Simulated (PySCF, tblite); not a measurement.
**C₆H₁₀O₂Si: geometry, infrared bands and NMR shifts**

Wanted: the infrared bands and NMR shifts of C₆H₁₀O₂Si (`C=C1[SiH2]O[C@H](OC)C1=C`), by calculation.

The runs use tblite 0.8.0 and PySCF 2.14.0, with density-fitted response routines of our own; the level of theory stands in each step. All values are computed, except where a source is named. Atoms are numbered from 0 throughout.

### Step 1. Starting geometry

19 atoms, charge 0, multiplicity 1; geometry from: force field or distance geometry start.

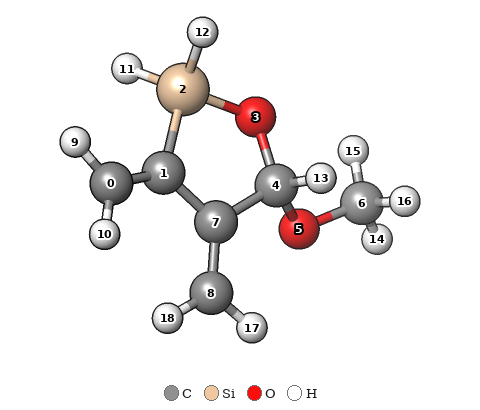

As it starts; carbon grey, silicon light orange, oxygen red, hydrogen white, atoms numbered; sticks join atoms by distance.

### Step 2. Geometry optimisation with GFN2-xTB

The job: settings as JSON, then the geometry in Å.

```
{"job": {"kind": "relax", "xc": "GFN2-xTB", "basis": "xTB"}, "charge": 0, "multiplicity": 1}
C      2.839500    -0.986800     0.126900
C      1.654800    -0.334900     0.202300
Si     1.360600     1.335300     0.937800
O     -0.271700     1.466900     0.554100
C     -0.674500     0.387600    -0.297600
O     -1.967400    -0.101600     0.064600
C     -2.980600     0.863800    -0.165000
C      0.355500    -0.762700    -0.271400
C      0.047200    -2.041800    -0.587200
H      3.745700    -0.556500     0.522900
H      2.915100    -1.962500    -0.338800
H      1.562200     1.374400     2.402800
H      2.111600     2.388700     0.226800
H     -0.709800     0.777700    -1.335900
H     -3.944200     0.422300     0.114400
H     -2.829800     1.750100     0.470700
H     -3.018400     1.143000    -1.215500
H     -0.963800    -2.308300    -0.906500
H      0.758200    -2.845400    -0.512800
```

Launch:

```bash
OMP_NUM_THREADS=1 python probes_run.py task.json out
```

One launch serves the whole session: the jobs run in the order shown.

Log:

```text
step      E/eV     max force
  0    -756.19372    1.619
  1    -756.30442    1.133
  2    -756.35320    0.478
  3    -756.37379    0.332
  4    -756.38634    0.283
  5    -756.39350    0.228
  6    -756.40090    0.220
  7    -756.40684    0.217
  8    -756.41149    0.167
  9    -756.41471    0.113
 10    -756.41721    0.106
 11    -756.41956    0.114
 12    -756.42213    0.143
 13    -756.42454    0.128
 14    -756.42646    0.100
 15    -756.42802    0.102
 16    -756.42946    0.107
 17    -756.43078    0.121
 18    -756.43184    0.104
 19    -756.43267    0.074
 20    -756.43338    0.059
 21    -756.43396    0.052
 22    -756.43442    0.049
 23    -756.43480    0.043
 24    -756.43511    0.042
 25    -756.43537    0.037
 26    -756.43562    0.040
 27    -756.43596    0.055
 28    -756.43656    0.070
 29    -756.43756    0.112
 30    -756.43888    0.129
 31    -756.44008    0.103
 32    -756.44110    0.082
 33    -756.44209    0.089
 34    -756.44295    0.072
 35    -756.44359    0.074
 36    -756.44400    0.051
 37    -756.44435    0.044
 38    -756.44474    0.045
 39    -756.44520    0.053
 40    -756.44568    0.048
 41    -756.44618    0.051
 42    -756.44681    0.055
 43    -756.44752    0.060
 44    -756.44817    0.072
 45    -756.44866    0.066
 46    -756.44908    0.051
 47    -756.44952    0.070
 48    -756.45003    0.072
 49    -756.45058    0.047
 50    -756.45120    0.050
 51    -756.45150    0.041
 52    -756.45200    0.042
 53    -756.45230    0.039
 54    -756.45262    0.037
 55    -756.45293    0.036
 56    -756.45328    0.040
 57    -756.45362    0.043
 58    -756.45395    0.041
 59    -756.45432    0.052
 60    -756.45473    0.049
 61    -756.45513    0.056
 62    -756.45550    0.048
 63    -756.45585    0.040
 64    -756.45630    0.056
 65    -756.45665    0.063
 66    -756.45703    0.060
 67    -756.45735    0.046
 68    -756.45769    0.047
 69    -756.45806    0.043
 70    -756.45843    0.041
 71    -756.45876    0.042
 72    -756.45903    0.047
 73    -756.45931    0.051
 74    -756.45963    0.050
 75    -756.46003    0.039
 76    -756.46028    0.041
 77    -756.46052    0.041
 78    -756.46080    0.039
 79    -756.46115    0.041
 80    -756.46147    0.049
 81    -756.46168    0.061
 82    -756.46191    0.034
 83    -756.46210    0.025
 84    -756.46225    0.023
 85    -756.46234    0.023
 86    -756.46243    0.020
 87    -756.46251    0.021
 88    -756.46260    0.021
 89    -756.46271    0.021
 90    -756.46285    0.026
 91    -756.46300    0.027
 92    -756.46319    0.027
 93    -756.46342    0.033
 94    -756.46375    0.046
 95    -756.46420    0.063
 96    -756.46480    0.069
 97    -756.46546    0.060
 98    -756.46606    0.052
 99    -756.46646    0.061
100    -756.46688    0.050
101    -756.46729    0.040
102    -756.46781    0.047
103    -756.46819    0.044
104    -756.46868    0.055
105    -756.46921    0.072
106    -756.46986    0.061
107    -756.47050    0.111
108    -756.47111    0.060
109    -756.47157    0.049
110    -756.47196    0.048
111    -756.47223    0.061
112    -756.47246    0.038
113    -756.47269    0.036
114    -756.47298    0.034
115    -756.47329    0.038
116    -756.47358    0.042
117    -756.47387    0.057
118    -756.47424    0.036
119    -756.47466    0.037
120    -756.47495    0.032
121    -756.47511    0.028
122    -756.47526    0.027
123    -756.47544    0.024
124    -756.47560    0.025
125    -756.47573    0.025
126    -756.47584    0.021
127    -756.47597    0.026
128    -756.47611    0.036
129    -756.47628    0.040
130    -756.47648    0.035
131    -756.47680    0.033
132    -756.47699    0.044
133    -756.47724    0.041
134    -756.47738    0.032
135    -756.47749    0.017
136    -756.47755    0.019
137    -756.47761    0.019
138    -756.47767    0.016
139    -756.47773    0.016
140    -756.47781    0.019
141    -756.47792    0.023
142    -756.47803    0.023
143    -756.47814    0.026
144    -756.47825    0.027
145    -756.47837    0.026
146    -756.47848    0.026
147    -756.47855    0.020
148    -756.47859    0.016
149    -756.47862    0.015
150    -756.47864    0.016
151    -756.47868    0.016
152    -756.47872    0.016
153    -756.47877    0.016
154    -756.47881    0.014
155    -756.47886    0.016
156    -756.47892    0.018
157    -756.47901    0.020
158    -756.47914    0.023
159    -756.47928    0.023
160    -756.47938    0.022
161    -756.47945    0.018
162    -756.47949    0.014
163    -756.47951    0.008
```

Run time: 2.2 s. Hardware: 1 thread of Arm Neoverse N1, shared host.

The steps of the relaxation: (not every step is listed)

```tsv
step	energy from step 0 (eV)	largest force (eV/Å)
0	0.0000	1.6187
1	-0.1107	1.1326
2	-0.1595	0.4784
3	-0.1801	0.3323
4	-0.1926	0.2831
5	-0.1998	0.2280
6	-0.2072	0.2204
7	-0.2131	0.2174
8	-0.2178	0.1674
23	-0.2411	0.0431
38	-0.2510	0.0451
53	-0.2586	0.0394
68	-0.2640	0.0468
83	-0.2684	0.0252
98	-0.2723	0.0524
113	-0.2790	0.0362
128	-0.2824	0.0356
143	-0.2844	0.0265
158	-0.2854	0.0230
159	-0.2856	0.0234
160	-0.2857	0.0220
161	-0.2857	0.0179
162	-0.2858	0.0137
163	-0.2858	0.0083
```

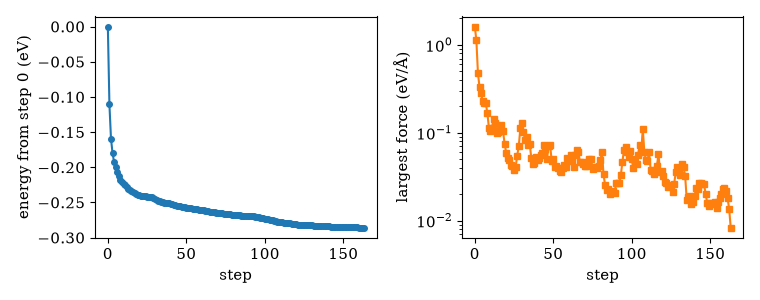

Energy and force, step by step.

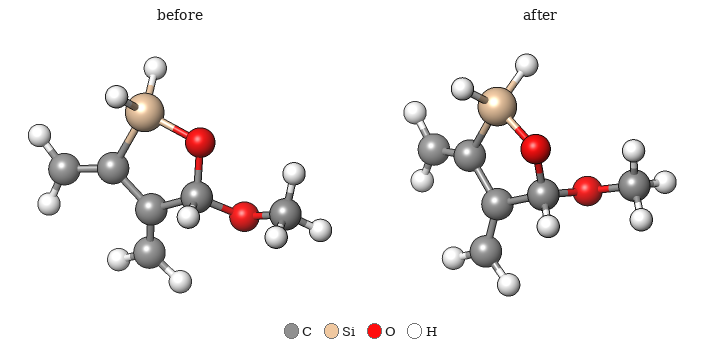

Before and after, at one scale.

Close pairs (by a distance rule), those that changed most:

```tsv
bond	before (Å)	after (Å)	change (Å)
Si2–O3	1.682	1.641	-0.041
C1–Si2	1.849	1.888	+0.039
O3–C4	1.433	1.399	-0.034
C4–O5	1.429	1.396	-0.033
C4–C7	1.544	1.516	-0.028
C7–C8	1.353	1.327	-0.026
C0–C1	1.354	1.330	-0.024
Si2–H12	1.476	1.456	-0.020
```

The next job starts from the end point, and lists it.

### Step 3. Infrared spectrum with GFN2-xTB

The job: settings as JSON, then the geometry in Å.

```
{"job": {"kind": "ir", "xc": "GFN2-xTB", "basis": "xTB"}, "charge": 0, "multiplicity": 1}
C      2.498007    -1.154144     0.715769
C      1.530476    -0.346545     0.290253
Si     1.253165     1.488490     0.637255
O     -0.096692     1.566358    -0.292995
C     -0.658960     0.322238    -0.596211
O     -1.638058    -0.034266     0.333250
C     -2.751941     0.831684     0.349995
C      0.405102    -0.757021    -0.551273
C      0.273762    -1.892452    -1.225028
H      3.298438    -0.786230     1.334510
H      2.528318    -2.205042     0.473197
H      0.964712     1.767072     2.042778
H      2.192626     2.410024     0.014533
H     -1.107674     0.418459    -1.601770
H     -3.415639     0.456986     1.125975
H     -2.449054     1.857129     0.580223
H     -3.267128     0.819586    -0.618009
H     -0.594542    -2.091261    -1.828873
H      1.025278    -2.661814    -1.191040
```

Log:

```text
mode    cm-1     km/mol
  1      32.4      0.31
  2      68.6      1.71
  3     112.9      4.92
  4     157.6      2.81
  5     183.7      3.62
  6     275.4      0.44
  7     298.7      0.14
  8     319.5      1.45
  9     364.9      4.18
 10     412.6     19.85
 11     468.6     16.65
 12     511.0      2.96
 13     548.9      4.27
 14     591.0     98.86
 15     637.2     37.71
 16     645.0     27.07
 17     673.3     81.87
 18     736.7     61.77
 19     754.6     13.04
 20     776.8    191.24
 21     808.0    223.18
 22     878.8     40.30
 23     885.2      6.98
 24     899.7     31.48
 25     941.9     30.75
 26     990.0    106.37
 27    1041.0    205.68
 28    1095.7     90.90
 29    1129.2      9.81
 30    1132.8      1.90
 31    1157.7     13.63
 32    1233.5     14.33
 33    1275.8     46.12
 34    1310.6      9.57
 35    1391.3      0.64
 36    1393.4      0.25
 37    1423.4      0.97
 38    1460.7      4.45
 39    1484.7      3.10
 40    1660.6      4.51
 41    1694.3      4.22
 42    2271.2    344.12
 43    2327.0    263.48
 44    2809.4     85.54
 45    2910.3     52.28
 46    2951.0     32.39
 47    3028.1     17.93
 48    3079.5     29.84
 49    3110.3     14.63
 50    3117.9     27.87
 51    3134.9     23.82
```

Run time: 1.3 s. Hardware: 1 thread of Arm Neoverse N1, shared host.

Which atoms move in the most intense modes:

```tsv
cm⁻¹	km/mol	atoms
591	98.9	H12 26 %, H11 22 %, Si2 13 %
777	191.2	H11 35 %, H12 32 %, O3 13 %
808	223.2	Si2 29 %, O3 27 %, H12 14 %, H11 13 %
990	106.4	C4 45 %, H14 16 %, O5 15 %, C6 13 %
1041	205.7	C4 41 %, O3 27 %, O5 12 %, C6 10 %
1096	90.9	O5 40 %, C6 20 %, C4 17 %
2271	344.1	H11 94 %
2327	263.5	H12 94 %
```

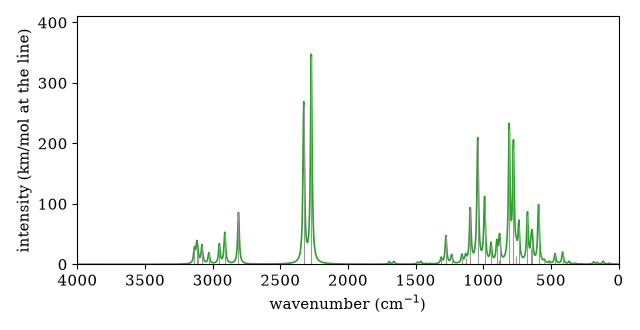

The infrared spectrum from these modes, unscaled. Lines are broadened to a width of 14 cm⁻¹ (Lorentzian).

### Step 4. NMR shieldings: PBE0/pcSseg-1

Settings changed since step 3:

```diff
@@ -1,2 +1,2 @@
-{"job": {"kind": "ir", "xc": "GFN2-xTB", "basis": "xTB"}, "charge": 0, "multiplicity": 1}
+{"job": {"kind": "nmr", "xc": "PBE0", "basis": "pcSseg-1"}, "charge": 0, "multiplicity": 1}
 C      2.498007    -1.154144     0.715769
```

Method: GIAO PBE0/pcSseg-1 NMR shielding, non-relativistic, gas phase.

Log:

```text
coarse grid: 16512 points
cycle   1  E = -673.7387871446  dE =  1.413e+00  |g| = 8.472e-01  |ddm| = 4.123e+00
cycle   2  E = -673.6138641605  dE =  1.249e-01  |g| = 1.197e+00  |ddm| = 1.726e+00
cycle   3  E = -673.8715179941  dE = -2.577e-01  |g| = 1.033e-01  |ddm| = 1.126e+00
cycle   4  E = -673.8733220723  dE = -1.804e-03  |g| = 4.373e-02  |ddm| = 1.355e-01
cycle   5  E = -673.8737384666  dE = -4.164e-04  |g| = 1.337e-02  |ddm| = 5.161e-02
cycle   6  E = -673.8737670767  dE = -2.861e-05  |g| = 4.394e-03  |ddm| = 1.283e-02
cycle   7  E = -673.8737707355  dE = -3.659e-06  |g| = 5.863e-04  |ddm| = 4.059e-03
final grid: 155312 points
cycle   8  E = -673.9491683497  dE = -3.412e-05  |g| = 1.293e-02  |ddm| = 3.461e-02
cycle   9  E = -673.9491406397  dE =  2.771e-05  |g| = 1.800e-02  |ddm| = 2.323e-02
cycle  10  E = -673.9492001225  dE = -5.948e-05  |g| = 1.586e-03  |ddm| = 1.401e-02
cycle  11  E = -673.9492006579  dE = -5.354e-07  |g| = 3.150e-04  |ddm| = 1.324e-03
cycle  12  E = -673.9492006746  dE = -1.671e-08  |g| = 1.813e-04  |ddm| = 4.748e-04
cycle  13  E = -673.9492006828  dE = -8.225e-09  |g| = 2.317e-05  |ddm| = 2.105e-04
cycle  14  E = -673.9492006829  dE = -1.116e-10  |g| = 6.705e-06  |ddm| = 2.956e-05
converged SCF energy = -673.9492006829

GIAO shielding tensors (ppm)
atom      isotropic    diamagn.    paramagn.     s11        s22        s33       span
  0 C       56.684     253.795    -197.111    -61.212     58.683    172.579    233.790
  1 C       38.994     259.093    -220.099    -67.262     26.914    157.330    224.592
  2 Si     358.679     881.804    -523.126    308.094    329.622    438.320    130.226
  3 O      266.664     397.913    -131.249    226.949    269.441    303.601     76.652
  4 C       76.180     244.679    -168.499     56.380     79.197     92.963     36.583
  5 O      246.714     401.107    -154.393    175.725    259.900    304.516    128.791
  6 C      130.412     243.194    -112.782     96.796    111.515    182.924     86.127
  7 C       31.822     261.072    -229.250    -79.417     34.641    140.241    219.658
  8 C       72.243     253.611    -181.368    -33.621     75.779    174.572    208.193
  9 H       25.868      29.291      -3.423     22.913     24.517     30.174      7.261
 10 H       24.951      32.098      -7.147     22.056     23.914     28.883      6.827
 11 H       26.405      29.937      -3.532     22.935     24.761     31.519      8.584
 12 H       26.503      29.444      -2.941     22.958     24.542     32.008      9.051
 13 H       26.228      32.480      -6.252     23.191     25.305     30.189      6.999
 14 H       28.002      28.399      -0.397     24.063     25.631     34.311     10.248
 15 H       27.728      29.183      -1.455     22.842     26.867     33.476     10.634
 16 H       28.493      28.491       0.002     24.388     26.192     34.899     10.511
 17 H       26.222      31.903      -5.681     23.194     24.653     30.818      7.624
 18 H       25.732      31.893      -6.161     23.487     24.530     29.178      5.692
```

Wall time 88 s (1 thread of Arm Neoverse N1, shared host); peak memory 1 GiB.

The references, computed at this level on geometries of the same kind, shield at (ppm): 1H TMS 31.72, 13C TMS 186.9, 29Si TMS 349.2, 17O H2O 336.1. Their shielding less the atom's gives the shift. The references are single molecules in the gas phase, so shifts against H2O, NH3, PH3, H3PO4 or CFCl3 are not on the usual liquid scales and can be off by tens of ppm. Atoms listed in one row are averaged.

```tsv
atoms	environment	σ (ppm)	δ (ppm)	δ scaled to CDCl3
C7	fully substituted alkene carbon	31.8	155.1	149.5
C1	fully substituted alkene carbon	39.0	147.9	142.5
C0	terminal =CH2 carbon	56.7	130.2	125.2
C8	terminal =CH2 carbon	72.2	114.7	110.0
C4	sp3 carbon bearing two oxygens	76.2	110.7	106.2
C6	methyl carbon bonded to O	130.4	56.5	53.2
H10	hydrogen on a terminal =CH2 carbon	24.95	6.77	6.48
H18	hydrogen on a terminal =CH2 carbon	25.73	5.99	5.75
H9	hydrogen on a terminal =CH2 carbon	25.87	5.85	5.62
H17	hydrogen on a terminal =CH2 carbon	26.22	5.50	5.29
H13	hydrogen on an sp3 carbon bearing two oxygens	26.23	5.49	5.28
H11	hydrogen on a silicon bonded to C, O, in a 5-membered ring	26.41	5.31	–
H12	hydrogen on a silicon bonded to C, O, in a 5-membered ring	26.50	5.21	–
H14, H15, H16	hydrogen on a methyl carbon bonded to O	28.07	3.64	3.54
Si2	silicon bonded to C, O, 2 H, in a 5-membered ring	358.7	-9.5	–
O5	ether oxygen	246.7	89.4	–
O3	oxygen bonded to C, Si, in a 5-membered ring	266.7	69.4	–
```

The scaled column applies a straight-line fit of computed shieldings to shifts measured in CDCl3 (root-mean-square error 0.16 ppm for H, 1.9 ppm for C).

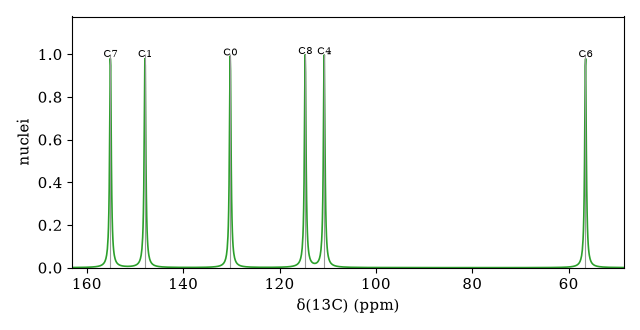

13C lines at the computed shifts, without couplings. Lines are broadened to a width of 0.39 ppm (Lorentzian).

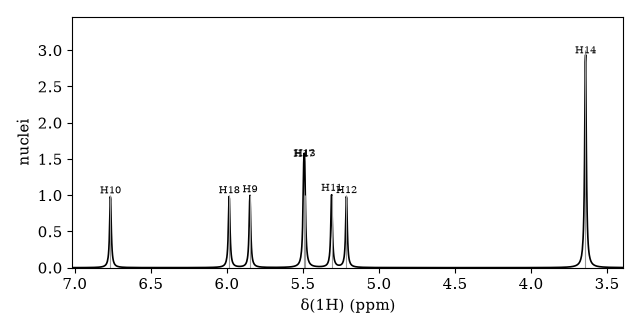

1H lines at the computed shifts, without couplings. Lines are broadened to a width of 0.01 ppm (Lorentzian).

Charges from the same density, by scheme (e):

```tsv
atoms	Mulliken	IAO	Hirshfeld	ESP fit
C0	-0.06	-0.28	-0.08	-0.40
C1	-0.44	-0.28	-0.10	-0.12
Si2	0.88	0.99	0.40	0.69
O3	-0.62	-0.65	-0.23	-0.47
C4	0.42	0.26	0.11	0.25
O5	-0.49	-0.39	-0.15	-0.28
C6	-0.02	-0.21	-0.04	-0.21
C7	-0.32	0.00	-0.01	0.05
C8	0.00	-0.30	-0.09	-0.47
```

IAO charges:

C0 -0.28; C1 -0.28; Si2 0.99; O3 -0.65; C4 0.26; O5 -0.39; C6 -0.21; C7 0.00; C8 -0.30; H9 0.15; H10 0.14; H11 -0.14; H12 -0.13; H13 0.12; H14 0.16; H15 0.14; H16 0.12; H17 0.16; H18 0.15

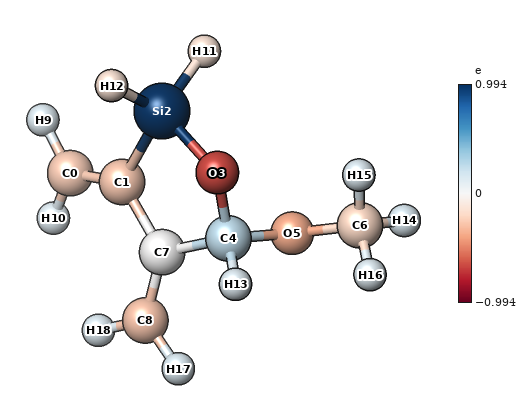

IAO charges, as colours on the atoms.

Mayer bond orders: C0–C1 1.96, C1–Si2 0.85, Si2–O3 0.96, O3–C4 0.90, C4–O5 0.97, O5–C6 0.92, C4–C7 1.02, C7–C8 1.98, C7–C1 1.04.

Ring of atoms C1, Si2, O3, C4, C7: NICS(0) -2.4, NICS(1) -2.8, NICS(1)zz -2.6 ppm (means of both faces).

Orbitals, density, ELF and potential are computed afterwards from the orbital file.

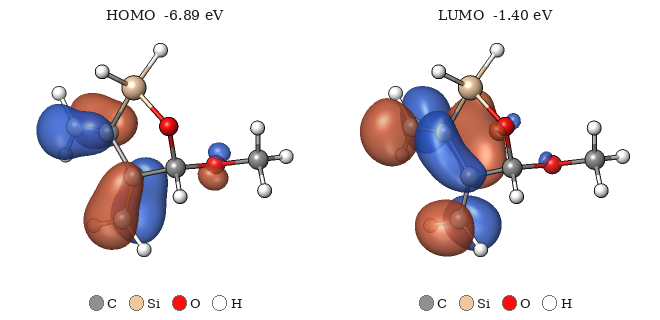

PBE0/pcSseg-1 orbitals near the gap, drawn at the value that encloses 70 % of each; the two colours are the two signs.

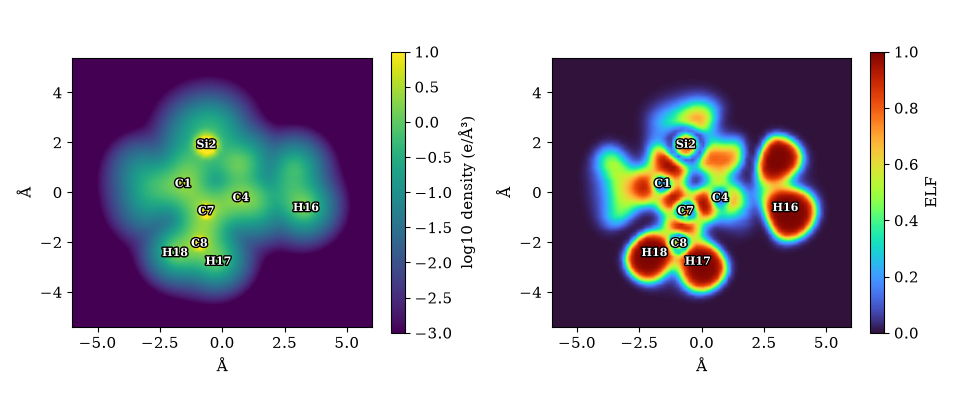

Density (left) and ELF (right) in a plane through or near 8 of the atoms.

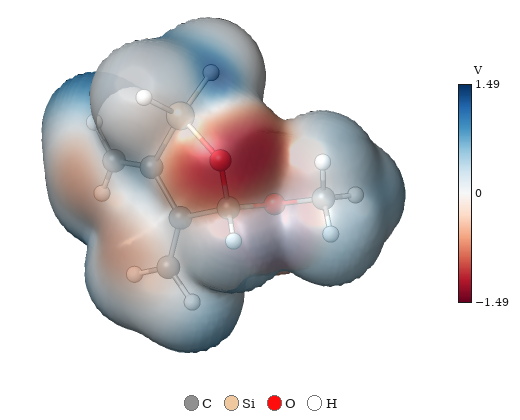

Electrostatic potential on the surface of density 0.002 e/bohr³; red is low, blue high. It runs from -1.49 V near O5 to 1.42 V near H9.

### Step 5. What came out

| quantity | value |
| --- | --- |
| strongest single infrared mode (GFN2-xTB) | 2271 cm⁻¹, 344 km/mol |
| zero-point energy (GFN2-xTB) | 89.5 kcal/mol |
| 13C shifts against TMS (PBE0/pcSseg-1) | 155.1, 147.9, 130.2, 114.7, 110.7, 56.5 ppm |
| 1H shifts against TMS (PBE0/pcSseg-1, means over atoms taken as alike) | 6.77, 5.99, 5.85, 5.50, 5.49, 5.31, 5.21, 3.64 ppm |
| 29Si shifts against TMS (PBE0/pcSseg-1) | -9.5 ppm |
| 17O shifts against H2O (PBE0/pcSseg-1) | 89.4, 69.4 ppm |
| surface potential, least and greatest | -1.49 V and 1.42 V |

What this shows: The optimisation took 163 steps and gained 0.286 eV; among the close pairs (by a distance rule), Si2–O3 changed most, from 1.682 to 1.641 Å. All 51 modes are real, so the xTB geometry is a minimum. The strongest single mode, at 2271 cm⁻¹, moves mainly H11. Unscaled tight-binding wavenumbers are off by several per cent, some by more. Its intensities can rank the bands wrongly. By nearest atom (PBE0/pcSseg-1), the HOMO sits on C0, C8 about 25 % each; C1, C7 about 15 % each and the LUMO on C0, C8 about 20 % each; C1 17 %.
